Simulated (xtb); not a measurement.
**Run report: B7H6Cl (charge −2), molecular dynamics (part 2 of 2)**

Continued. System: B7H6Cl, charge −2. Method: GFN2-xTB (xtb 6.7.1). The starting geometry was optimised with GFN2-xTB.

Geometry of the input (Å):
```
B  -0.7213  -1.1845  0.2075
B  -0.8858  0.2114  1.0663
B  -0.6737  0.3396  -0.6809
B  1.0774  0.5590  -0.7023
B  0.2259  1.2889  0.5039
B  0.7874  -0.3970  0.7962
B  0.4921  -0.9696  -0.8855
H  -1.3896  -2.2078  0.3548
H  -1.6987  0.4146  1.9682
Cl -2.0879  1.0521  -2.1101
H  1.9894  1.0677  -1.3543
H  0.3897  2.4390  0.9118
H  1.6053  -0.8093  1.6230
H  0.8898  -1.8041  -1.6986
```

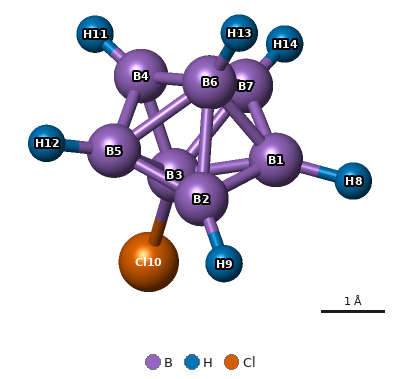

Figure 1. The geometry at step 5 of the log (ball-and-stick view, seen at a tilt; atoms are numbered from 1 in the order of the input).

### What the program printed, continued
```
 ---------------------------------------------------------------------------
     #   Z sym  total        # sym  WBO       # sym  WBO       # sym  WBO
 ---------------------------------------------------------------------------
     1   5 b    3.684 --     8 h    0.897     7 b    0.795     2 b    0.795
                             3 b    0.575     6 b    0.535
     2   5 b    3.684 --     9 h    0.897     5 b    0.795     1 b    0.795
                             3 b    0.575     6 b    0.535
     3   5 b    3.414 --     1 b    0.575     2 b    0.575     5 b    0.575
                             7 b    0.575     4 b    0.574    10 cl   0.432
     4   5 b    3.684 --    11 h    0.897     7 b    0.795     5 b    0.795
                             3 b    0.574     6 b    0.534
     5   5 b    3.684 --    12 h    0.897     4 b    0.795     2 b    0.795
                             3 b    0.575     6 b    0.534
     6   5 b    3.671 --    13 h    0.888     2 b    0.535     1 b    0.535
                             5 b    0.534     7 b    0.534     4 b    0.534
     7   5 b    3.684 --    14 h    0.897     4 b    0.795     1 b    0.795
                             3 b    0.575     6 b    0.534
     8   1 h    0.918 --     1 b    0.897
     9   1 h    0.918 --     2 b    0.897
    10  17 cl   0.478 --     3 b    0.432
    11   1 h    0.918 --     4 b    0.897
    12   1 h    0.918 --     5 b    0.897
    13   1 h    0.908 --     6 b    0.888
    14   1 h    0.918 --     7 b    0.897
 ---------------------------------------------------------------------------

Topologies differ in total number of bonds
Writing topology from bond orders to xtbtopo.mol

molecular dipole:
                 x           y           z       tot (Debye)
 q only:        1.764      -0.889       1.783
   full:        1.789      -0.902       1.809       6.861
molecular quadrupole (traceless):
                xx          xy          yy          xz          yz          zz
 q only:       -2.190       4.564       4.569      -9.154       4.611      -2.379
  q+dip:       -3.127       6.519       6.527     -13.076       6.588      -3.400
   full:       -2.651       5.526       5.533     -11.084       5.584      -2.882

           -------------------------------------------------
          | TOTAL ENERGY              -16.444085090143 Eh   |
          | GRADIENT NORM               0.000062951523 Eh/α |
          | HOMO-LUMO GAP               4.685785015814 eV   |
           -------------------------------------------------
           -------------------------------------------------
          |               Molecular Dynamics                |
           -------------------------------------------------
 trajectories on xtb.trj or xtb.trj.<n>

 MD time /ps        :    0.20
 dt /fs             :    0.25
 SCC accuracy       :    2.00
 temperature /K     :  200.00
 max steps          :   800
 block length (av.) :  5000
 dumpstep(trj) /fs  :   20.00    80
 dumpstep(coords)/fs: 1000.00  4000
 H atoms mass (amu) :     1
 # deg. of freedom  :    42
 SHAKE off
         time (ps)    <Epot>      Ekin   <T>   T     Etot       error
      0    0.00      0.00000   0.0608    0.    0.   -16.38328    0.0000
    200    0.05    -16.33402   0.0203  425.  305.   -16.38769    0.0004
    400    0.10    -16.37398   0.0302  414.  455.   -16.38813    0.0008
    600    0.15    -16.38789   0.0367  419.  552.   -16.38639   -0.0009
 average properties
 Epot               :  -16.394552722255092
 Epot (accurate SCC):  -16.414870921513362
 Ekin               :   2.7683305970648643E-002
 Etot               :  -16.366869416284445
 T                  :   416.27166043443395
 normal exit of md()

------------------------------------------------------------------------
------------------------------------------------------------------------
 total:
 *  cpu-time:     0 d,  0 h,  0 min,  7.493 sec
 * ratio c/w:     1.000 speedup
 SCF:
 *  cpu-time:     0 d,  0 h,  0 min,  0.011 sec
 * ratio c/w:     0.999 speedup
 MD:
 *  cpu-time:     0 d,  0 h,  0 min,  7.473 sec
 * ratio c/w:     1.000 speedup
```

### Standard error
```
normal termination of xtb
```

### Trajectory as extended XYZ (Å, eV, eV/Å), 10 frames, from step=0 to step=9
```
14
Properties=species:S:1:pos:R:3 step=0 time_fs=0.0 energy=-447.46635
B    -0.7213   -1.1845    0.2075
B    -0.8858    0.2114    1.0663
B    -0.6737    0.3396   -0.6809
B     1.0774    0.5590   -0.7023
B     0.2259    1.2889    0.5039
B     0.7874   -0.3970    0.7962
B     0.4921   -0.9696   -0.8855
H    -1.3896   -2.2078    0.3548
H    -1.6987    0.4146    1.9682
Cl   -2.0879    1.0521   -2.1101
H     1.9894    1.0677   -1.3543
H     0.3897    2.4390    0.9118
H     1.6053   -0.8093    1.6230
H     0.8898   -1.8041   -1.6986
14
Properties=species:S:1:pos:R:3 step=1 time_fs=20.0 energy=-447.02841
B    -0.7295   -1.1494    0.1202
B    -0.9102    0.2506    0.9817
B    -0.6785    0.3140   -0.7863
B     1.0830    0.5042   -0.6469
B     0.2611    1.3475    0.6139
B     0.8567   -0.3231    0.8128
B     0.4439   -1.0391   -0.9136
H    -1.5403   -2.1110    0.3716
H    -1.8404    0.3990    1.8716
Cl   -2.0949    1.0292   -2.0760
H     2.0086    1.0849   -1.2406
H     0.4988    2.4679    1.0383
H     1.6186   -0.8274    1.7086
H     0.9633   -1.7816   -1.7893
14
Properties=species:S:1:pos:R:3 step=2 time_fs=40.0 energy=-447.02123
B    -0.7621   -1.1760    0.1819
B    -0.9290    0.2806    0.9896
B    -0.5964    0.4183   -0.7156
B     1.0969    0.5906   -0.6986
B     0.2434    1.2610    0.4964
B     0.6847   -0.4458    0.7790
B     0.5408   -0.9514   -0.8942
H    -1.4303   -2.1533    0.2262
H    -1.8294    0.5440    1.9643
Cl   -2.0840    1.0099   -2.0501
H     2.1284    0.9435   -1.3912
H     0.4395    2.4785    0.8632
H     1.5817   -0.8229    1.6047
H     0.9533   -1.8595   -1.7580
14
Properties=species:S:1:pos:R:3 step=3 time_fs=60.0 energy=-446.75722
B    -0.7858   -1.1158    0.1447
B    -0.9102    0.2023    1.0403
B    -0.7345    0.3734   -0.7019
B     1.2078    0.5993   -0.7926
B     0.2717    1.3207    0.3889
B     0.6903   -0.5132    0.8929
B     0.5280   -0.8729   -0.8645
H    -1.4005   -2.2532    0.1438
H    -1.8850    0.5222    1.9166
Cl   -2.0682    1.0070   -2.0465
H     2.0116    1.2811   -1.5062
H     0.3771    2.4660    1.0005
H     1.4345   -1.0810    1.8314
H     0.8666   -1.8803   -1.6724
14
Properties=species:S:1:pos:R:3 step=4 time_fs=80.0 energy=-446.87954
B    -0.7552   -1.1727    0.0730
B    -0.8532    0.2683    1.0516
B    -0.7713    0.3100   -0.6780
B     1.0856    0.5590   -0.7325
B     0.2673    1.2816    0.4825
B     0.6655   -0.3957    0.8419
B     0.5468   -0.9163   -0.9116
H    -1.6305   -2.1621    0.2350
H    -1.5397    0.5768    2.1007
Cl   -2.0558    1.0154   -2.0556
H     2.0977    0.9527   -1.2377
H     0.3474    2.4784    0.8117
H     1.6137   -0.7390    1.7289
H     0.9599   -1.7052   -1.8086
14
Properties=species:S:1:pos:R:3 step=5 time_fs=100.0 energy=-446.76648
B    -0.7082   -1.1561    0.2229
B    -0.9180    0.2349    1.0227
B    -0.6364    0.4152   -0.7028
B     1.0569    0.5471   -0.6576
B     0.1422    1.3721    0.5452
B     0.8374   -0.3782    0.7174
B     0.4353   -1.0818   -0.9522
H    -1.3281   -2.2628    0.4638
H    -1.9326    0.2024    1.7849
Cl   -2.0556    1.0339   -2.0761
H     1.8198    1.0424   -1.3473
H     0.5824    2.4329    0.9592
H     1.5934   -0.9613    1.5968
H     0.8512   -1.9137   -1.6410
14
Properties=species:S:1:pos:R:3 step=6 time_fs=120.0 energy=-446.84645
B    -0.6893   -1.2638    0.3429
B    -1.0000    0.2224    1.0468
B    -0.6561    0.3952   -0.7963
B     1.0518    0.5610   -0.7226
B     0.2039    1.2286    0.5444
B     0.9122   -0.4308    0.7323
B     0.3997   -0.9428   -0.8565
H    -1.4017   -2.2495    0.5195
H    -1.7611    0.5247    2.0045
Cl   -2.0570    1.0623   -2.1074
H     2.0323    1.0776   -1.2686
H     0.0416    2.4522    0.8790
H     1.8289   -0.6490    1.5187
H     0.7506   -1.6399   -1.7605
14
Properties=species:S:1:pos:R:3 step=7 time_fs=140.0 energy=-446.80767
B    -0.7057   -1.2473    0.3253
B    -0.9180    0.1454    1.0980
B    -0.7816    0.2504   -0.6411
B     1.1043    0.6186   -0.7252
B     0.1994    1.2672    0.4543
B     0.7914   -0.3587    0.7551
B     0.4475   -0.9070   -0.8852
H    -1.1045   -2.3820    0.4391
H    -1.7216    0.5192    1.9431
Cl   -2.0477    1.0840   -2.1330
H     1.9523    1.1463   -1.6311
H     0.6360    2.2989    1.0579
H     1.5324   -0.8755    1.5501
H     0.7849   -1.9494   -1.5334
14
Properties=species:S:1:pos:R:3 step=8 time_fs=160.0 energy=-446.44840
B    -0.6669   -1.2536    0.1766
B    -0.8210    0.2602    1.1462
B    -0.7585    0.2728   -0.5297
B     0.9351    0.5445   -0.7580
B     0.2308    1.3031    0.4817
B     0.7307   -0.4124    0.8785
B     0.5475   -1.0324   -0.9124
H    -1.4792   -2.2091    0.4261
H    -1.4853    0.2278    2.0839
Cl   -2.0574    1.0927   -2.1516
H     2.0640    1.1290   -1.3809
H     0.0104    2.5599    0.6145
H     1.6427   -0.6606    1.6349
H     1.0169   -1.6619   -1.9923
14
Properties=species:S:1:pos:R:3 step=9 time_fs=180.0 energy=-446.41147
B    -0.6575   -1.1886    0.1484
B    -0.7930    0.1368    1.1722
B    -0.7092    0.3604   -0.6869
B     1.0116    0.4833   -0.6648
B     0.0994    1.4089    0.4923
B     0.8294   -0.4083    0.8705
B     0.5018   -1.0464   -0.8647
H    -1.3654   -2.2173    0.4365
H    -1.6740    0.3349    1.9466
Cl   -2.0916    1.0901   -2.1590
H     1.7742    1.2072   -1.6141
H     0.6734    2.4167    0.9707
H     1.6340   -0.8901    1.6459
H     1.0250   -2.0662   -1.5668
```

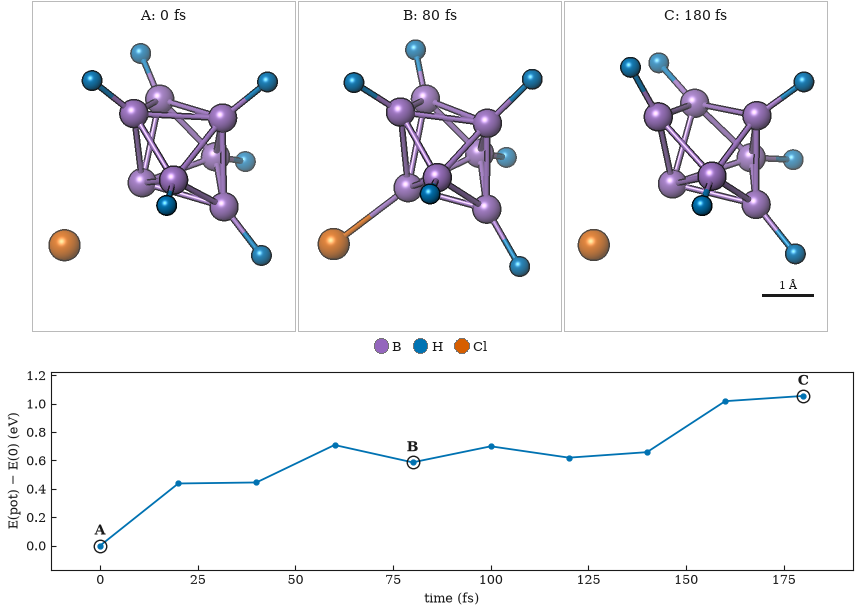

Figure 2. Frames of the molecular dynamics (ball-and-stick, seen at a tilt) above the curves, on which the letters mark them. The trajectory kept here has 10 frames over 180 fs. The potential energy ends 1.055 eV above its first value. After an unweighted best fit of the last frame on the first, the root-mean-square displacement is 0.17 Å, and H11 has moved furthest (0.35 Å).

### Results in brief

- outcome: finished
- trajectory: 10 frames kept, 180 fs
- electrons treated: 36
- potential energy (first step): −16.444085 hartree
- dispersion energy (first step): −0.018722 hartree
- basis functions (first step): 44
- wall time: 7.5 s
- peak memory: 0.072 GiB

Settings chosen away from the usual ones: method = gfn2-xtb; task = md; geo = {"prev": "A"}; x = {"md_temperature": 200, "md_time": 0.2, "time_step": 0.25, "md_dump": 20, "hydrogen_mass": 1, "shake": 0, "nvt": "false"}. So short a trajectory is not equilibrated.
